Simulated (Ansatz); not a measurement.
A series of calculations on GaNH$_{5}$Cl

## 1. Relaxation

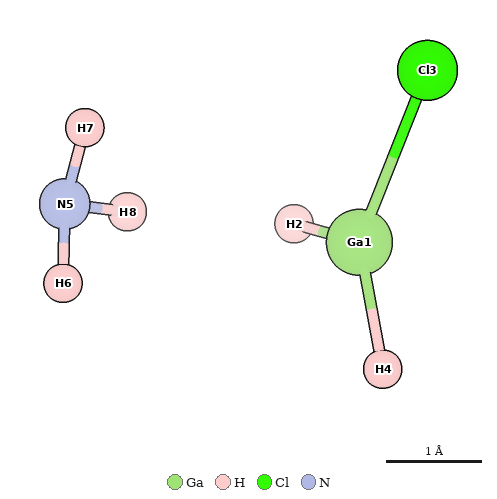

Starting structure of GaNH5Cl. A ball-and-stick model, seen from a free direction.

The run prepares an end point of a later path (reaction) calculation, from a guessed geometry.

These are results of RHF/def2-SVP (Ansatz), not measurements.

Input file:
```yaml
crystal:
  periodic: [false, false, false]
  atoms:
    - { symbol: Ga, position_ang: [-0.003824, 0.249446, -0.062365] }
    - { symbol: H, position_ang: [0.014723, 0.305086, 1.502565] }
    - { symbol: Cl, position_ang: [1.906631, 0.574353, -1.050636] }
    - { symbol: H, position_ang: [-1.228917, 0.005821, -0.992024] }
    - { symbol: "N", position_ang: [0.458601, -2.474706, 1.403459] }
    - { symbol: H, position_ang: [-0.293593, -2.815456, 0.833958] }
    - { symbol: H, position_ang: [1.325985, -2.485847, 0.899429] }
    - { symbol: H, position_ang: [0.259195, -1.536297, 1.770214] }
basis:
  gaussian: { orbitals: def2-SVP }
hamiltonian:
  xc: hf
relax:
  f_tol: 0.03
  max_steps: 50
```

Command:
```bash
ansatz run input.yaml --threads 1 --pin off --max-ram 2048MiB --backend cpu --events-out ev --progress --plain --runs-dir out
```

Question: What does the optimiser find from here?

Answer: The energy falls by 115.7 kJ/mol in 13 accepted moves (15 points after the start). The largest force component goes from 1.4 to 0.029 eV/Å. The line search rejected the trial steps at points 4, 10 of the run. N5 moves most after the best rigid fit: 0.65 Å. Largest moves by element: N 0.65 Å, H 0.59 Å, Cl 0.49 Å, Ga 0.34 Å. Among the contacts that change: Ga1–N5 3.128 → 2.169 Å, Ga1–Cl3 2.175 → 2.231 Å, N5–H8 1.027 → 1.007 Å, Ga1–H4 1.557 → 1.573 Å. New bonds form, among them: Ga1–N5 (3.13 → 2.17 Å). Bond angles that change, for instance: H6–N5–H8 111.6° → 108.1°, H6–N5–H7 111.1° → 107.8°, H2–Ga1–H4 127.7° → 124.7°. The run took 32 s on 1 thread of Arm Neoverse V1 (shared host), peak memory 0.17 GiB.

Step by step:

| step | E − E(0), kJ/mol | largest force component, eV/Å | note |
| --- | --- | --- | --- |
| 0 | 0.00 | 1.4133 |  |
| 1 | -11.25 | 0.5496 |  |
| 2 | -16.05 | 0.4030 |  |
| 3 | -19.61 | 0.2647 |  |
| 4 | -19.03 | 1.5388 | rejected |
| 5 | -21.99 | 0.6131 |  |
| 6 | -23.86 | 0.7336 |  |
| 7 | -27.35 | 0.9509 |  |
| 8 | -37.85 | 1.9038 |  |
| 9 | -75.60 | 2.0598 |  |
| 10 | -44.03 | 7.1414 | rejected |
| 11 | -104.62 | 1.1866 |  |
| 12 | -114.42 | 0.1559 |  |
| 13 | -115.53 | 0.0686 |  |
| 14 | -115.54 | 0.0709 |  |
| 15 | -115.70 | 0.0294 |  |

The structure at the end:

```xyz
8

Ga   -0.0079   -0.0048    0.1690
H    -0.1132    0.8764    1.4677
Cl    1.9700    0.1357   -0.8529
H    -1.2039   -0.3069   -0.8077
N     0.3802   -1.9742    0.9914
H    -0.2556   -2.6757    0.6461
H     1.3105   -2.2265    0.6929
H     0.3587   -2.0015    1.9981
```

After the run, drawn alike:

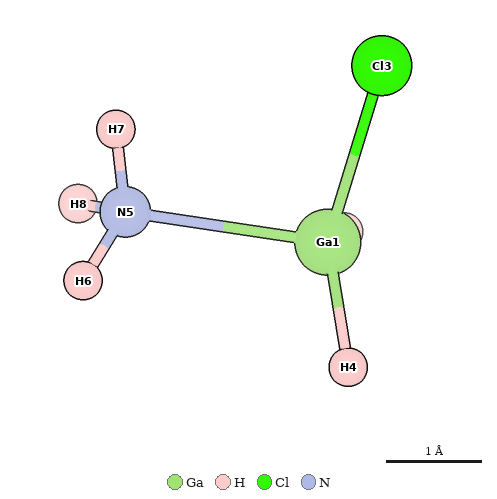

Limits of the set-up: Hartree-Fock leaves out electron correlation.

## 2. Relaxation

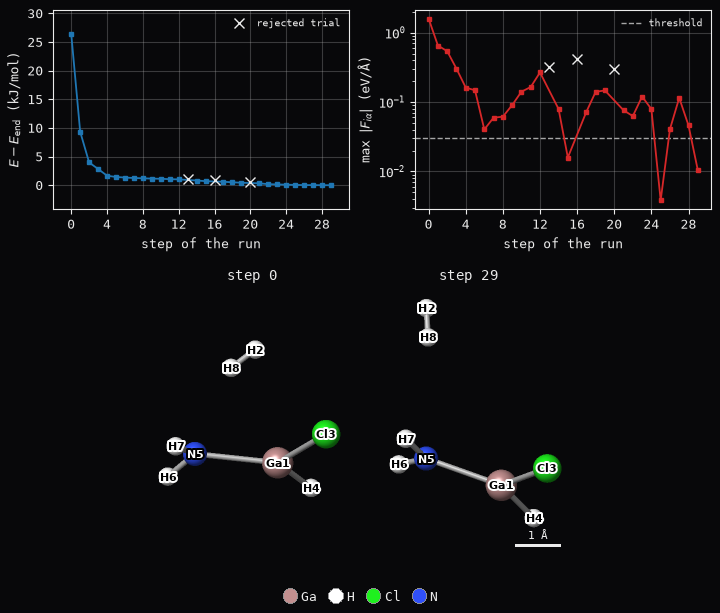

First and last geometry of a relaxation of GaNH5Cl, with the history of the run. Style: ball-and-stick. Shown at a tilt.

The run prepares an end point of a later path (reaction) calculation, from a guessed geometry.

These are results of Ansatz, RHF/def2-SVP, not measurements. Settings: no spin polarisation; force threshold 0.03 eV/Å; at most 50 steps.

**What do the curves and the structures tell?**

It converged. H2 moves most after the best rigid fit: 1.46 Å. Largest moves by element: H 1.46 Å, Cl 0.86 Å, Ga 0.59 Å, N 0.37 Å. Near-neighbour distances that change, for instance: Ga1–N5 1.883 → 1.805 Å, H2–H8 0.714 → 0.747 Å, Ga1–Cl3 2.163 → 2.168 Å. Among the angles between lasting bonds that change: Ga1–N5–H7 120.1° → 123.9°, Ga1–N5–H6 121.4° → 124.4°. Over 26 accepted moves (29 points after the start) the energy falls by 26.5 kJ/mol. The largest force component goes from 1.6 to 0.01 eV/Å. The line search rejected the trial steps at points 13, 16, 20 of the run. The forces were under the threshold at step 15, but the run went on from there. Cost: 55 s on 1 thread of Arm Neoverse V1, with other jobs on the host, peak memory 0.17 GiB.

| step | E − E(0), kJ/mol | largest force component, eV/Å | note |
| --- | --- | --- | --- |
| 0 | 0.00 | 1.5985 |  |
| 1 | -17.10 | 0.6542 |  |
| 2 | -22.48 | 0.5420 |  |
| 3 | -23.61 | 0.3034 |  |
| 4 | -24.79 | 0.1620 |  |
| 5 | -25.01 | 0.1479 |  |
| 6 | -25.11 | 0.0404 |  |
| 7 | -25.20 | 0.0597 |  |
| 8 | -25.25 | 0.0616 |  |
| 9 | -25.30 | 0.0906 |  |
| 10 | -25.33 | 0.1413 |  |
| 11 | -25.40 | 0.1649 |  |
| 12 | -25.43 | 0.2677 |  |
| 13 | -25.31 | 0.3192 | rejected |
| 14 | -25.63 | 0.0797 |  |
| 15 | -25.74 | 0.0159 |  |
| 16 | -25.49 | 0.4185 | rejected |
| 17 | -25.86 | 0.0727 |  |
| 18 | -25.94 | 0.1410 |  |
| 19 | -26.02 | 0.1471 |  |
| 20 | -25.85 | 0.2980 | rejected |
| 21 | -26.12 | 0.0763 |  |
| 22 | -26.27 | 0.0629 |  |
| 23 | -26.32 | 0.1203 |  |
| 24 | -26.36 | 0.0793 |  |
| 25 | -26.40 | 0.0038 |  |
| 26 | -26.43 | 0.0407 |  |
| 27 | -26.44 | 0.1150 |  |
| 28 | -26.45 | 0.0461 |  |
| 29 | -26.46 | 0.0105 |  |

Limits of the set-up: the start holds two separate molecules, 2.3 Å apart at their closest, whose relative position is a soft coordinate and is computed without a dispersion correction; Hartree-Fock leaves out electron correlation.

## 3. Path

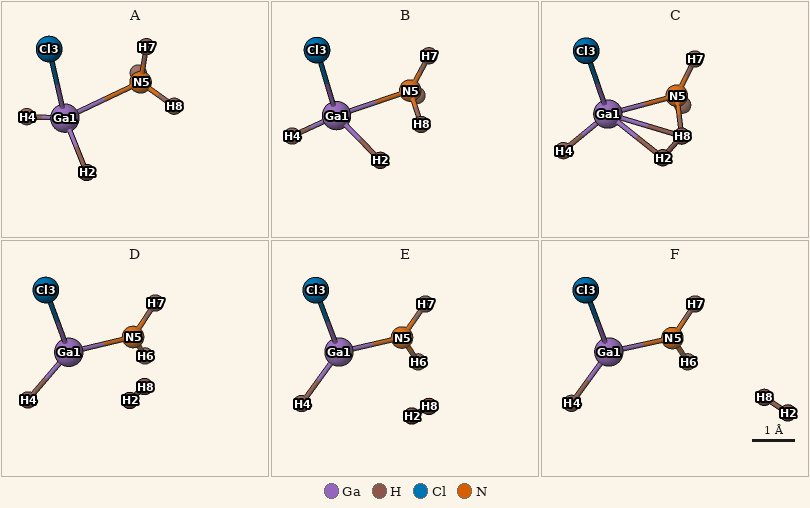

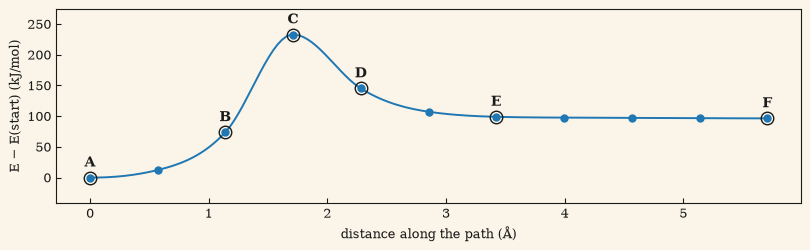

NEB run on GaNH₅Cl. Images are numbered from 0 (start) to 10 (end). Frames A to F are images 0, 2, 3, 4, 6, 10. The picture is a ball-and-stick view, seen at a tilt.

These are results of RHF/def2-SVP (Ansatz 0.2.0), not measurements. Run with 9 movable images; climbing image; force threshold 0.03 eV/Å; iteration limit 60; starting path through a guess of the saddle point.

> What happens along the path, and what is the barrier?

The energy climbs by 233.0 kJ/mol to image 3 and then falls by 136.6 kJ/mol, so the end point sits at +96.4 kJ/mol. Breaking: Ga1–H2 (1.57 → 1.87 at the top → 4.66 Å), N5–H8 (1.01 → 1.41 at the top → 3.01 Å). Forming: H2–H8 (2.96 → 0.99 at the top → 0.75 Å). The band is converged.

Limits of the set-up: Hartree-Fock leaves out electron correlation.

Cost: 4.2 min on 1 thread of Arm Neoverse V1 (shared host), peak memory 0.19 GiB.
